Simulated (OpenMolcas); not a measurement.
# BH (SMILES [BH]): methods side by side

BH has 2 atoms, charge 0, and is taken as a singlet. SMILES: `[BH]`. Geometry: the measured bond length.

```tsv
atom	x (Å)	y (Å)	z (Å)
B	0.0000	0.0000	0.0000
H	0.0000	0.0000	1.2324
```

Quantity: the energy change with the B1–H2 bond stretched from 1.232 to 2.157 Å, in eV. The values are calculated.

```json
{"level": "HF/6-31G** (spherical functions) (restricted)", "kind": "Hartree–Fock", "program": "OpenMolcas", "value (eV)": "2.75"}
{"level": "SVWN5/6-31G** (spherical functions) (restricted)", "kind": "LDA", "program": "OpenMolcas", "value (eV)": "2.02"}
{"level": "PBE/6-31G** (spherical functions) (restricted)", "kind": "GGA", "program": "OpenMolcas", "value (eV)": "2.04"}
{"level": "r2SCAN/6-31G** (spherical functions) (restricted)", "kind": "meta-GGA", "program": "OpenMolcas", "value (eV)": "2.17"}
{"level": "M06-2X/6-31G** (spherical functions) (restricted)", "kind": "hybrid meta-GGA", "program": "OpenMolcas", "value (eV)": "2.40"}
{"level": "B2PLYP/6-31G** (spherical functions) (restricted)", "kind": "double hybrid", "program": "OpenMolcas", "value (eV)": "2.40"}
{"level": "MP2/6-31G** (spherical functions) (restricted)", "kind": "perturbation theory", "program": "OpenMolcas", "value (eV)": "2.59"}
{"level": "ACPF/6-31G** (spherical functions) (restricted)", "kind": "coupled cluster or CI", "program": "OpenMolcas", "value (eV)": "2.19"}
{"level": "FCI/6-31G", "kind": "exact in the basis", "program": "OpenMolcas", "value (eV)": "1.74"}
```

Spin-restricted single references rise too steeply as a bond breaks, Hartree–Fock most of all. The first shape isn't each level's own minimum. The values span 1.74 to 2.75 eV.

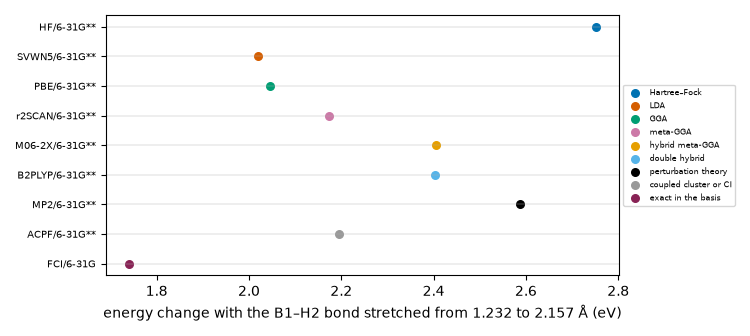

The values of the table, level by level.
